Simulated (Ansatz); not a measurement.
## Electronic structure of CH$_{3}$BOS (SMILES OB1CS1) in real space

```xyz
7

O    -1.3679    0.8251   -1.0073
B    -0.5394   -0.0381   -0.3705
C    -0.1359   -1.5169   -0.2446
S     0.7580   -0.1966    0.8467
H    -1.2405    1.7477   -0.7175
H     0.5362   -2.0057   -0.9740
H    -0.7321   -2.2366    0.3463
```

The calculation used RKS revPBE/def2-SVP in Ansatz 0.2.0.

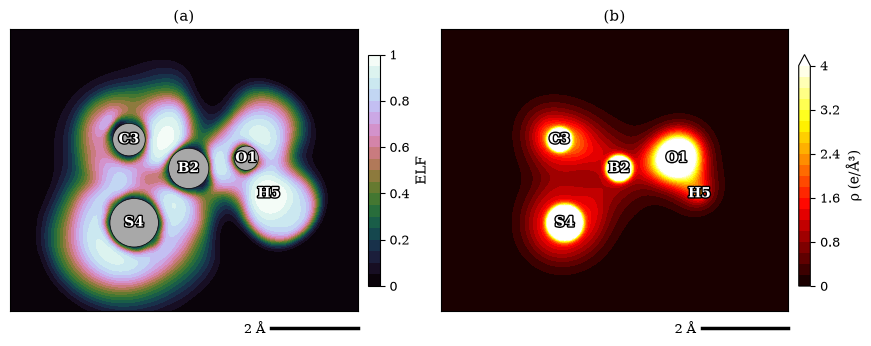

Figure 1. (a) ELF; (b) total electron density on the plane of atoms C3, B2 and S4. Grey discs cover the atomic cores in the ELF map.

Q: What do the fields say about this system?

A:
- The plane passes through O, B, C, S and H nuclei.
- B–O (1.36 Å): ρ is about 2.1 e/Å³ halfway; the ELF peaks at about 0.90 between the atoms, as expected for a polar covalent bond.
- C–B (1.54 Å): ρ is about 1.4 e/Å³ halfway; the ELF peaks at about 0.95 between the atoms; a covalent bond.
- B–S (1.79 Å): the density is about 1.1 e/Å³ at the midpoint, with its minimum of 0.99 e/Å³ about 0.6 Å from B; the ELF peaks at about 0.80 between the atoms, as expected for a covalent bond.
- C–S (1.93 Å): ρ is about 0.93 e/Å³ halfway; the ELF peaks at about 0.75 between the atoms, as expected for localised, covalent bonding.
- O–H (0.98 Å): the density is about 3.6 e/Å³ at the midpoint; the ELF climbs to about 1 towards the hydrogen, as it does in any bond to H: an ordinary covalent bond to hydrogen.
- The ELF also peaks beside S4 and O1, away from the bonds: lone-pair regions.

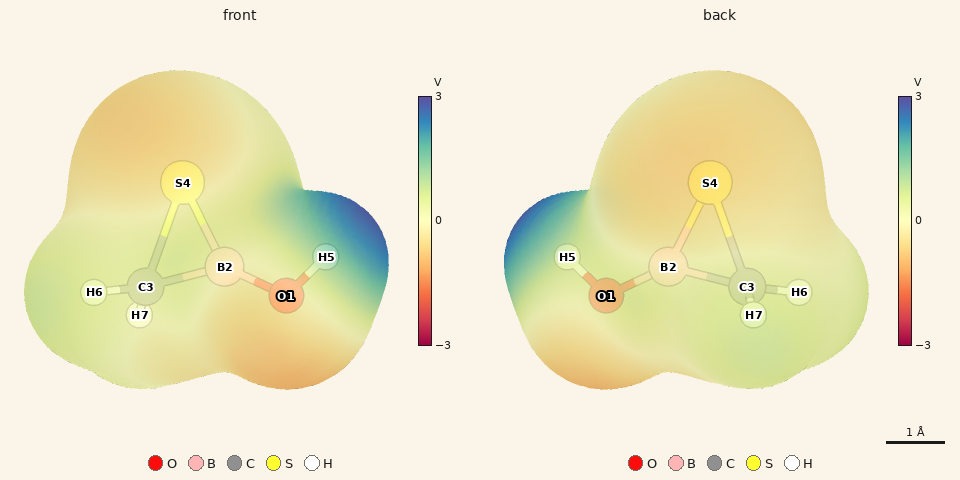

Figure 2. The molecular electrostatic potential painted on the density surface at 0.002 e/bohr³, seen from the front and from behind; the colour scale runs from red (negative) to blue (positive).

Q: Which sites attract a positive test charge, and which a negative one?

A: A positive charge is drawn to the negative regions and a negative charge to the positive ones. The most negative region (about −1.0 V, or −23 kcal/mol for a unit charge) lies over O1, the most positive (about +2.8 V, or +65 kcal/mol for a unit charge) over H5. O1 is the likeliest acceptor of a hydrogen bond.

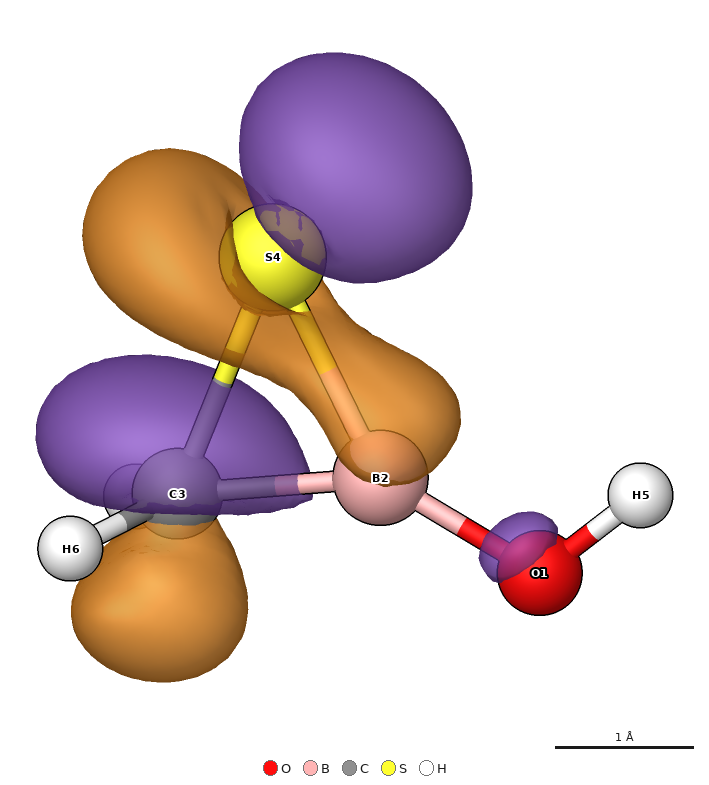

Figure 3. The LUMO at ±0.15 Å⁻³ᐟ² (orange and purple are the two phases), seen at a tilt.

Q: Where does this orbital lie, and at what energy?

A: Its weight (Hirshfeld) is mainly on S4 (about 50 %), C3 (about 30 %) and B2 (about 10 %). Its energy is −0.62 eV.
